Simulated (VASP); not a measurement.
# ScF3 under strain, part 3 of 4

Aim: follow the gap and pressure of ScF3 through compression, expansion and shear. All runs use LDA. The start is a cell from a database of measured crystal structures.

VASP 6.6.1; LDA; plane waves and PAW (Sc_sv, F).

So far, least gap on mesh and path (eV): step 3 (bands, cell as listed) 6.18; step 4 (cell volume +4.0 %) 5.98; step 5 (cell volume +8.0 %) 5.79.

**6. Bands, sheared, principal strains -1.9, -0.1, +2.1 %**

The cell is sheared at fixed volume, which lowers its symmetry.

INCAR reads:

```
SYSTEM = ScF3
PREC = Accurate
ENCUT = 520
EDIFF = 1E-06
NELM = 100
ISMEAR = -1
SIGMA = 0.05
LREAL = .FALSE.
ALGO = Normal
GGA = CA
NBANDS = 30
LASPH = .TRUE.
LORBIT = 11
LWAVE = .FALSE.
LCHARG = .FALSE.
KPAR = 4
```

POSCAR reads:

```
ScF3
1.0
    4.0517990000     -0.0044600000     -0.0469240000
   -0.0044600000      3.9467590000     -0.0302990000
   -0.0469240000     -0.0302990000      4.0404010000
Sc F
1 3
Direct
    0.0000000000      0.0000000000      0.0000000000
    0.5000000000      0.0000000000      0.0000000000
    0.0000000000      0.5000000000      0.0000000000
    0.0000000000      0.0000000000      0.5000000000
```

KPOINTS reads:

```
Automatic mesh
0
Gamma
6 6 6
0 0 0
```

KPOINTS_OPT reads:

```
Line mode
16
Line-mode
Reciprocal
  0.50000000   0.00000000   0.00000000 X
  0.00000000   0.00000000   0.00000000 GAMMA

  0.00000000   0.00000000   0.00000000 GAMMA
  0.00000000  -0.50000000   0.00000000 Y

  0.50000000  -0.50000000   0.00000000 L
  0.00000000   0.00000000   0.00000000 GAMMA

  0.00000000   0.00000000   0.00000000 GAMMA
  0.00000000   0.50000000  -0.50000000 Z

  0.50000000   0.50000000  -0.50000000 N
  0.00000000   0.00000000   0.00000000 GAMMA

  0.00000000   0.00000000   0.00000000 GAMMA
  0.00000000   0.00000000  -0.50000000 M

  0.50000000   0.00000000  -0.50000000 R
  0.00000000   0.00000000   0.00000000 GAMMA
```

PAW data sets: Sc_sv and F (LDA family, release 64).

Started as:

```
$ mpirun -np 4 vasp_std
```

What it wrote:

```text
[... set-up lines as in an earlier step ...]
 entering main loop
       N       E                     dE             d eps       ncg     rms          rms(c)
DAV:   1     0.373637397932E+03    0.37364E+03   -0.14685E+04  6840   0.111E+03
DAV:   2     0.556854031121E+00   -0.37308E+03   -0.33707E+03  7226   0.362E+02
DAV:   3    -0.331583343908E+02   -0.33715E+02   -0.33064E+02  9224   0.123E+02
DAV:   4    -0.340191013616E+02   -0.86077E+00   -0.85975E+00  8490   0.201E+01
DAV:   5    -0.340374299887E+02   -0.18329E-01   -0.18327E-01  8434   0.263E+00    0.164E+01
DAV:   6    -0.297489486002E+02    0.42885E+01   -0.81220E+00 10478   0.384E+01    0.745E+00
DAV:   7    -0.296196866002E+02    0.12926E+00   -0.64409E-01  8946   0.510E+00    0.422E+00
DAV:   8    -0.295596147074E+02    0.60072E-01   -0.15745E-01 10648   0.450E+00    0.580E-01
DAV:   9    -0.295602577558E+02   -0.64305E-03   -0.65835E-02  9372   0.192E+00    0.847E-01
DAV:  10    -0.295555854674E+02    0.46723E-02   -0.13551E-02  8208   0.750E-01    0.104E-01
DAV:  11    -0.295557936920E+02   -0.20822E-03   -0.52504E-04  9224   0.322E-01    0.904E-02
DAV:  12    -0.295557524242E+02    0.41268E-04   -0.96459E-05  8854   0.204E-01    0.116E-02
DAV:  13    -0.295557505081E+02    0.19161E-05   -0.61148E-06  9024   0.336E-02    0.510E-03
DAV:  14    -0.295557508112E+02   -0.30316E-06   -0.18631E-06  6654   0.134E-02
   1 F= -.29555751E+02 E0= -.29555751E+02  d E =-.669967E-10
 Start KPOINTS_OPT (optional k-point list driver)
k-point batch [1-112\112]
       N       E                     dE             ncg
DAV:   1    -0.124182869539E+05   -0.68338E+05     6776
DAV:   2    -0.519454713075E+05   -0.39527E+05     6912
DAV:   3    -0.556734807121E+05   -0.37280E+04     8614
DAV:   4    -0.557878065119E+05   -0.11433E+03     7844
DAV:   5    -0.557907404682E+05   -0.29340E+01     8562
DAV:   6    -0.557908403021E+05   -0.99834E-01     8702
DAV:   7    -0.557908415329E+05   -0.12308E-02     8286
DAV:   8    -0.557908415923E+05   -0.59421E-04     5578
DAV:   9    -0.557908415957E+05   -0.33778E-05     5420
DAV:  10    -0.557908415960E+05   -0.34142E-06     4656
```

Run time: 29 s. Hardware: 4 MPI ranks of Intel Xeon 6975P-C (Granite Rapids), shared host; peak memory 1.5 GiB.

Parts of OUTCAR (step 6):

```text
   k-points           NKPTS =    112   k-points in BZ     NKDIM =    112   number of bands    NBANDS=     30

   ENCUT  =  520.0 eV  38.22 Ry    6.18 a.u.   7.53  7.34  7.51*2*pi/ulx,y,z

   NELECT =      32.0000    total number of electrons

 E-fermi :  -2.7113

 k-point     1 :       0.0000    0.0000    0.0000
  band No.  band energies     occupation
    ...
     12      -4.5636      2.00000
     13      -4.3761      2.00000
     14      -4.3655      2.00000
     15      -4.3271      2.00000
     16      -4.2559      2.00000
     17       2.3122      0.00000
     18       2.3191      0.00000
     19       2.3254      0.00000
     20       3.7189      0.00000
     21       4.0080      0.00000
    ...

  Total       -1.8475501      0.7815112     -1.5905830      0.0134211      0.1076182      0.1853815
  in kB      -45.8224048     19.3828160    -39.4491816      0.3328671      2.6691164      4.5977793
  external PRESSURE =     -21.9629235 kB  Pullay stress =       0.0000000 kB

 POSITION                                       TOTAL-FORCE (eV/Angst)
 -----------------------------------------------------------------------------------
      0.00000      0.00000      0.00000        -0.000000     -0.000000      0.000000
      2.02590     -0.00223     -0.02346         0.000000      0.000000      0.000000
     -0.00223      1.97338     -0.01515         0.000000     -0.000000      0.000000
     -0.02346     -0.01515      2.02020         0.000000      0.000000     -0.000000
 -----------------------------------------------------------------------------------
    total drift:                                0.000000      0.000000      0.000000

  FREE ENERGIE OF THE ION-ELECTRON SYSTEM (eV)
  ---------------------------------------------------
  free  energy   TOTEN  =       -29.5557508112 eV

  energy  without entropy=      -29.5557508112  energy(sigma->0) =      -29.55575081

[... 1 part as in an earlier step ...]

[... 14 further parts left out ...]
```

The path and its labels are those of the sheared lattice, so a letter need not mean the same point as in the unstrained cell.

Numbers from this step:

| Item | Value |
| --- | --- |
| SCF cycles | 14 |
| irreducible k-points | 112 |
| symmetry operations | 2 |
| free energy (TOTEN) | -29.56 eV |
| Fermi energy | -2.711 eV |
| pressure | -2.196 GPa |
| least gap on mesh and path | 6.086 eV |
| least direct gap on mesh and path | 6.568 eV |

The electronic bands at the labelled points (eV, zero at the valence-band top; v1 is the highest filled band, c1 the lowest empty one):

```
    point     v4     v3     v2     v1    c1    c2    c3     c4
        X  -1.10  -0.81  -0.76  -0.58  6.13  6.96  6.97   7.92
        Γ  -0.60  -0.59  -0.55  -0.48  6.09  6.09  6.10   7.49
        Y  -1.25  -0.71  -0.59  -0.47  6.15  7.10  7.11   7.82
jump to L  -1.09  -0.97  -0.95  -0.12  7.02  7.14  7.74   8.49
        Γ  -0.60  -0.59  -0.55  -0.48  6.09  6.09  6.10   7.49
        Z  -1.13  -0.94  -0.91  -0.13  7.03  7.14  7.75   8.47
jump to N  -2.22  -0.12  -0.11   0.00  7.69  7.77  7.80  10.52
        Γ  -0.60  -0.59  -0.55  -0.48  6.09  6.09  6.10   7.49
        M  -1.15  -0.79  -0.75  -0.56  6.13  6.97  6.99   7.91
jump to R  -1.27  -1.14  -1.07  -0.01  6.98  7.02  7.64   8.68
        Γ  -0.60  -0.59  -0.55  -0.48  6.09  6.09  6.10   7.49
```

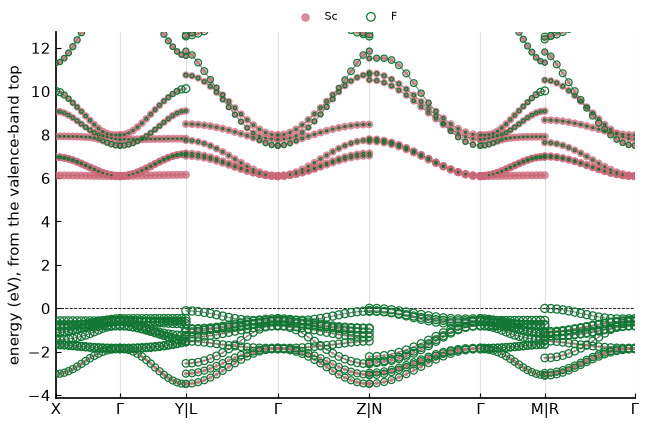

Electronic bands along the path; dots are coloured as in the legend, and their area grows with the weight.

The gap is 6.09 eV, indirect, from N to Γ. That is -0.10 eV from the cell as listed. The pressure is -2.20 GPa, and the symmetry operations fall from 48 to 2.

**7. Bands, volume times 0.96**

The cell is compressed evenly, with fractional positions held.

INCAR is that of step 6.

POSCAR reads:

```
ScF3
1.0
    3.9582210551      0.0000000000      0.0000000000
    0.0000000000      3.9582210551      0.0000000000
    0.0000000000      0.0000000000      3.9582210551
Sc F
1 3
Direct
    0.0000000000      0.0000000000      0.0000000000
    0.5000000000      0.0000000000      0.0000000000
    0.0000000000      0.5000000000      0.0000000000
    0.0000000000      0.0000000000      0.5000000000
```

KPOINTS is that of step 6.

KPOINTS_OPT reads:

```
Line mode
16
Line-mode
Reciprocal
  0.00000000   0.00000000   0.00000000 GAMMA
  0.00000000   0.50000000   0.00000000 X

  0.00000000   0.50000000   0.00000000 X
  0.50000000   0.50000000   0.00000000 M

  0.50000000   0.50000000   0.00000000 M
  0.00000000   0.00000000   0.00000000 GAMMA

  0.00000000   0.00000000   0.00000000 GAMMA
  0.50000000   0.50000000   0.50000000 R

  0.50000000   0.50000000   0.50000000 R
  0.00000000   0.50000000   0.00000000 X

  0.50000000   0.50000000   0.00000000 M
  0.50000000   0.50000000   0.50000000 R
```

Started as:

```
$ mpirun -np 4 vasp_std
```

What it wrote:

```text
[... set-up lines as in an earlier step ...]
 entering main loop
       N       E                     dE             d eps       ncg     rms          rms(c)
DAV:   1     0.374718535631E+03    0.37472E+03   -0.14820E+04  1232   0.112E+03
DAV:   2    -0.205692862859E+01   -0.37678E+03   -0.34367E+03  1310   0.364E+02
DAV:   3    -0.330698635805E+02   -0.31013E+02   -0.30495E+02  1674   0.122E+02
DAV:   4    -0.339001972365E+02   -0.83033E+00   -0.82974E+00  1474   0.200E+01
DAV:   5    -0.339192500767E+02   -0.19053E-01   -0.19052E-01  1512   0.287E+00    0.175E+01
DAV:   6    -0.297437043215E+02    0.41755E+01   -0.79310E+00  1838   0.382E+01    0.815E+00
DAV:   7    -0.296349038965E+02    0.10880E+00   -0.63442E-01  1586   0.497E+00    0.463E+00
DAV:   8    -0.295819266075E+02    0.52977E-01   -0.14394E-01  1830   0.420E+00    0.600E-01
DAV:   9    -0.295835153882E+02   -0.15888E-02   -0.70495E-02  1528   0.188E+00    0.906E-01
DAV:  10    -0.295778623212E+02    0.56531E-02   -0.15764E-02  1636   0.869E-01    0.118E-01
DAV:  11    -0.295780697812E+02   -0.20746E-03   -0.55647E-04  1584   0.351E-01    0.104E-01
DAV:  12    -0.295780233154E+02    0.46466E-04   -0.11015E-04  1528   0.230E-01    0.144E-02
DAV:  13    -0.295780209046E+02    0.24108E-05   -0.93609E-06  1668   0.356E-02    0.833E-03
DAV:  14    -0.295780203942E+02    0.51041E-06   -0.40736E-06  1518   0.235E-02
   1 F= -.29578020E+02 E0= -.29578020E+02  d E =-.853477E-11
 Start KPOINTS_OPT (optional k-point list driver)
k-point batch [1-20\96]
       N       E                     dE             ncg
DAV:   1    -0.193426408415E+04   -0.10816E+05     1208
DAV:   2    -0.909733401756E+04   -0.71631E+04     1238
DAV:   3    -0.978099732379E+04   -0.68366E+03     1586
DAV:   4    -0.979984704276E+04   -0.18850E+02     1432
DAV:   5    -0.980038347434E+04   -0.53643E+00     1546
DAV:   6    -0.980039520150E+04   -0.11727E-01     1598
DAV:   7    -0.980039535440E+04   -0.15291E-03     1450
DAV:   8    -0.980039536093E+04   -0.65222E-05     1066
DAV:   9    -0.980039536127E+04   -0.34750E-06      918
[...]
k-point batch [81-96\96]
       N       E                     dE             ncg
DAV:   1     0.133967733405E+04   -0.21014E+05      984
DAV:   2    -0.426235946720E+04   -0.56020E+04     1032
DAV:   3    -0.474359367222E+04   -0.48123E+03     1202
DAV:   4    -0.475631131541E+04   -0.12718E+02     1134
DAV:   5    -0.475650333696E+04   -0.19202E+00     1222
DAV:   6    -0.475650699390E+04   -0.36569E-02     1238
DAV:   7    -0.475650702846E+04   -0.34555E-04     1110
DAV:   8    -0.475650703016E+04   -0.16960E-05      728
DAV:   9    -0.475650703026E+04   -0.10674E-06      734
```

Elapsed: 13 s, on 4 MPI ranks; peak memory 0.71 GiB.

Parts of OUTCAR (step 7):

```text
   ENCUT  =  520.0 eV  38.22 Ry    6.18 a.u.   7.36  7.36  7.36*2*pi/ulx,y,z

   NELECT =      32.0000    total number of electrons

 E-fermi :  -2.4587

 k-point     1 :       0.0000    0.0000    0.0000
  band No.  band energies     occupation
    ...
     12      -4.2986      2.00000
     13      -4.2986      2.00000
     14      -4.2058      2.00000
     15      -4.2058      2.00000
     16      -4.2058      2.00000
     17       2.7156      0.00000
     18       2.7156      0.00000
     19       2.7156      0.00000
     20       4.0316      0.00000
     21       4.6643      0.00000
    ...

  Total        0.7784506      0.7784506      0.7784506      0.0000000      0.0000000     -0.0000000
  in kB       20.1113639     20.1113639     20.1113639      0.0000000      0.0000000     -0.0000000
  external PRESSURE =      20.1113639 kB  Pullay stress =       0.0000000 kB

 POSITION                                       TOTAL-FORCE (eV/Angst)
 -----------------------------------------------------------------------------------
      0.00000      0.00000      0.00000         0.000000      0.000000      0.000000
      1.97911      0.00000      0.00000         0.000000      0.000000      0.000000
      0.00000      1.97911      0.00000         0.000000      0.000000      0.000000
      0.00000      0.00000      1.97911         0.000000      0.000000      0.000000
 -----------------------------------------------------------------------------------
    total drift:                                0.000000      0.000000      0.000000

  FREE ENERGIE OF THE ION-ELECTRON SYSTEM (eV)
  ---------------------------------------------------
  free  energy   TOTEN  =       -29.5780203942 eV

  energy  without entropy=      -29.5780203942  energy(sigma->0) =      -29.57802039

[... 4 parts as in an earlier step ...]

[... 12 further parts left out ...]
```

Numbers from this step:

| Quantity | Value |
| --- | --- |
| irreducible k-points | 20 |
| symmetry operations | 48 |
| free energy (TOTEN) | -29.58 eV |
| Fermi energy | -2.459 eV |
| pressure | 2.011 GPa |
| least gap on mesh and path | 6.388 eV |
| least direct gap on mesh and path | 6.921 eV |

The electronic bands at the labelled points (eV, zero at the valence-band top; v1 is the highest filled band, c1 the lowest empty one):

```
    point     v4     v3     v2     v1    c1    c2    c3     c4
        Γ  -0.63  -0.53  -0.53  -0.53  6.39  6.39  6.39   7.70
        X  -1.26  -0.76  -0.56  -0.56  6.43  7.39  7.39   8.37
        M  -1.23  -1.02  -1.02  -0.01  7.43  7.43  8.13   9.07
        Γ  -0.63  -0.53  -0.53  -0.53  6.39  6.39  6.39   7.70
        R  -2.46   0.00   0.00   0.00  8.19  8.19  8.19  11.31
        X  -1.26  -0.76  -0.56  -0.56  6.43  7.39  7.39   8.37
jump to M  -1.23  -1.02  -1.02  -0.01  7.43  7.43  8.13   9.07
        R  -2.46   0.00   0.00   0.00  8.19  8.19  8.19  11.31
```

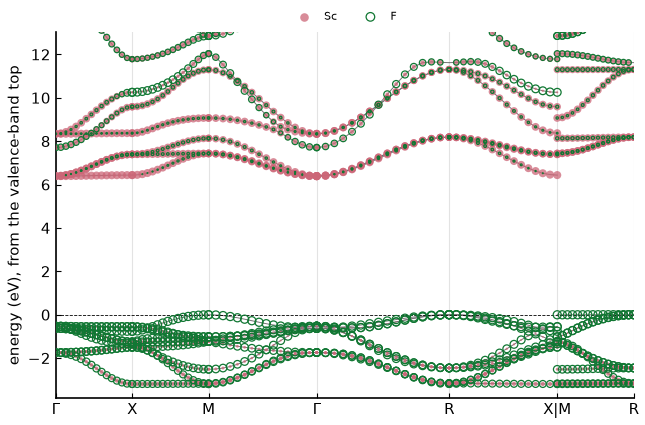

Electronic bands along the path; dots are coloured as in the legend, and their area grows with the weight.

The gap is 6.39 eV, indirect, from R to Γ. That is +0.20 eV from the cell as listed. The pressure is 2.01 GPa.

**8. Bands, volume times 0.92**

The cell is scaled evenly once more. A prediction first. A parabola through the 4 pressures of evenly scaled cells so far, P = -2.29 -97.0 t +205 t² GPa with t = ln(V/V₁) and V₁ the volume at scale 1, gives 7.22 GPa at t = -0.0834. A straight line through the gaps, 6.183 -5.08 t eV, gives 6.61 eV.

INCAR is that of step 7.

POSCAR reads:

```
ScF3
1.0
    3.9024640358      0.0000000000      0.0000000000
    0.0000000000      3.9024640358      0.0000000000
    0.0000000000      0.0000000000      3.9024640358
Sc F
1 3
Direct
    0.0000000000      0.0000000000      0.0000000000
    0.5000000000      0.0000000000      0.0000000000
    0.0000000000      0.5000000000      0.0000000000
    0.0000000000      0.0000000000      0.5000000000
```

KPOINTS is that of step 7.

KPOINTS_OPT is that of step 7.

Started as:

```
$ mpirun -np 4 vasp_std
```

What it wrote:

```text
[... set-up lines as in an earlier step ...]
 entering main loop
       N       E                     dE             d eps       ncg     rms          rms(c)
DAV:   1     0.375844508841E+03    0.37584E+03   -0.14751E+04  1232   0.113E+03
DAV:   2    -0.178357905930E+00   -0.37602E+03   -0.33903E+03  1268   0.370E+02
DAV:   3    -0.329050122771E+02   -0.32727E+02   -0.32105E+02  1642   0.123E+02
DAV:   4    -0.336950916253E+02   -0.79008E+00   -0.78911E+00  1488   0.197E+01
DAV:   5    -0.337105207452E+02   -0.15429E-01   -0.15427E-01  1530   0.244E+00    0.188E+01
DAV:   6    -0.296388239632E+02    0.40717E+01   -0.77232E+00  1820   0.381E+01    0.905E+00
DAV:   7    -0.295487827857E+02    0.90041E-01   -0.62526E-01  1584   0.488E+00    0.513E+00
DAV:   8    -0.295020457956E+02    0.46737E-01   -0.13038E-01  1858   0.389E+00    0.628E-01
DAV:   9    -0.295039186297E+02   -0.18728E-02   -0.69800E-02  1504   0.181E+00    0.924E-01
DAV:  10    -0.294979836157E+02    0.59350E-02   -0.16750E-02  1646   0.990E-01    0.115E-01
DAV:  11    -0.294981938607E+02   -0.21025E-03   -0.60060E-04  1588   0.378E-01    0.107E-01
DAV:  12    -0.294981358799E+02    0.57981E-04   -0.11278E-04  1542   0.235E-01    0.111E-02
DAV:  13    -0.294981357356E+02    0.14429E-06   -0.12168E-05  1576   0.285E-02    0.708E-03
DAV:  14    -0.294981354353E+02    0.30032E-06   -0.20034E-06  1288   0.222E-02
   1 F= -.29498135E+02 E0= -.29498135E+02  d E =-.117970E-11
 Start KPOINTS_OPT (optional k-point list driver)
k-point batch [1-20\96]
       N       E                     dE             ncg
DAV:   1    -0.187191808590E+04   -0.10850E+05     1224
DAV:   2    -0.899319646857E+04   -0.71213E+04     1232
DAV:   3    -0.962979109170E+04   -0.63659E+03     1570
DAV:   4    -0.964549242545E+04   -0.15701E+02     1398
DAV:   5    -0.964582251463E+04   -0.33009E+00     1546
DAV:   6    -0.964583343678E+04   -0.10922E-01     1560
DAV:   7    -0.964583355534E+04   -0.11856E-03     1494
DAV:   8    -0.964583356060E+04   -0.52647E-05      964
DAV:   9    -0.964583356092E+04   -0.31959E-06      968
[...]
k-point batch [81-96\96]
       N       E                     dE             ncg
DAV:   1     0.130573737362E+04   -0.20955E+05     1000
DAV:   2    -0.422023664751E+04   -0.55260E+04     1014
DAV:   3    -0.468312502236E+04   -0.46289E+03     1220
DAV:   4    -0.469514700242E+04   -0.12022E+02     1116
DAV:   5    -0.469538230623E+04   -0.23530E+00     1190
DAV:   6    -0.469539117938E+04   -0.88732E-02     1246
DAV:   7    -0.469539125360E+04   -0.74217E-04     1126
DAV:   8    -0.469539125643E+04   -0.28313E-05      714
DAV:   9    -0.469539125659E+04   -0.15984E-06      722
```

Run time: 13 s. Hardware: 4 MPI ranks; peak memory 0.69 GiB; 49 s of CPU time.

From OUTCAR (step 8):

```text
   ENCUT  =  520.0 eV  38.22 Ry    6.18 a.u.   7.26  7.26  7.26*2*pi/ulx,y,z

   NELECT =      32.0000    total number of electrons

 E-fermi :  -2.1515

 k-point     1 :       0.0000    0.0000    0.0000
  band No.  band energies     occupation
    ...
     12      -4.1345      2.00000
     13      -4.1345      2.00000
     14      -3.9919      2.00000
     15      -3.9919      2.00000
     16      -3.9919      2.00000
     17       3.1322      0.00000
     18       3.1322      0.00000
     19       3.1322      0.00000
     20       4.3328      0.00000
     21       5.2841      0.00000
    ...

  Total        2.7576584      2.7576584      2.7576584     -0.0000000     -0.0000000      0.0000000
  in kB       74.3420140     74.3420140     74.3420140     -0.0000000     -0.0000000      0.0000000
  external PRESSURE =      74.3420140 kB  Pullay stress =       0.0000000 kB

 POSITION                                       TOTAL-FORCE (eV/Angst)
 -----------------------------------------------------------------------------------
      0.00000      0.00000      0.00000         0.000000      0.000000      0.000000
      1.95123      0.00000      0.00000         0.000000      0.000000      0.000000
      0.00000      1.95123      0.00000         0.000000      0.000000      0.000000
      0.00000      0.00000      1.95123         0.000000      0.000000      0.000000
 -----------------------------------------------------------------------------------
    total drift:                                0.000000      0.000000      0.000000

  FREE ENERGIE OF THE ION-ELECTRON SYSTEM (eV)
  ---------------------------------------------------
  free  energy   TOTEN  =       -29.4981354353 eV

  energy  without entropy=      -29.4981354353  energy(sigma->0) =      -29.49813544

[... 4 parts as in an earlier step ...]

[... 12 further parts left out ...]
```

This step gave:

```yaml
free_energy_toten: -29.50 eV
fermi_energy: -2.151 eV
pressure: 7.434 GPa
least_gap_on_mesh_and_path: 6.597 eV
least_direct_gap_on_mesh_and_path: 7.124 eV
```

The electronic bands at the labelled points (eV, zero at the valence-band top; v1 is the highest filled band, c1 the lowest empty one):

```
    point     v4     v3     v2     v1    c1    c2    c3     c4
        Γ  -0.67  -0.53  -0.53  -0.53  6.60  6.60  6.60   7.80
        X  -1.35  -0.82  -0.57  -0.57  6.65  7.69  7.69   8.78
        M  -1.17  -1.09  -1.09  -0.01  7.74  7.74  8.49   9.53
        Γ  -0.67  -0.53  -0.53  -0.53  6.60  6.60  6.60   7.80
        R  -2.62   0.00   0.00   0.00  8.55  8.55  8.55  11.63
        X  -1.35  -0.82  -0.57  -0.57  6.65  7.69  7.69   8.78
jump to M  -1.17  -1.09  -1.09  -0.01  7.74  7.74  8.49   9.53
        R  -2.62   0.00   0.00   0.00  8.55  8.55  8.55  11.63
```

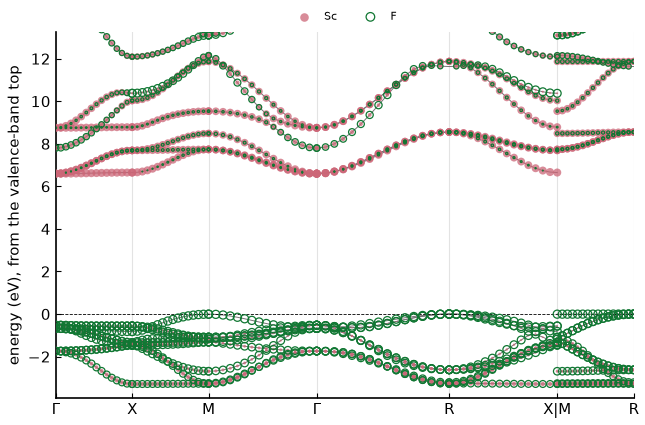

Electronic bands along the path; dots are coloured as in the legend, and their area grows with the weight.

The gap is 6.60 eV, indirect, from R to Γ. That is +0.41 eV from the cell as listed. The pressure is 7.43 GPa. The parabola predicted 7.22 GPa, -0.22 GPa off. The line predicted a gap of 6.61 eV, +0.01 eV off.

(Continued in part 4 of 4.)

[Lines on the potential files, build, host, timing and source positions are cut from VASP's logs without a mark.]

[Logs are printed without paths, hosts, clocks, repeated set-up lines and the standing remarks that a program may print on its own settings, such as how far it seeks lower states.]

[Hosts, paths, dates, database ids (printed as entryN), source tags and the programs' standing remarks are cut or masked in the printed files.]

[A measured line is paired with the nearest computed mode of its activity, which favours agreement.]
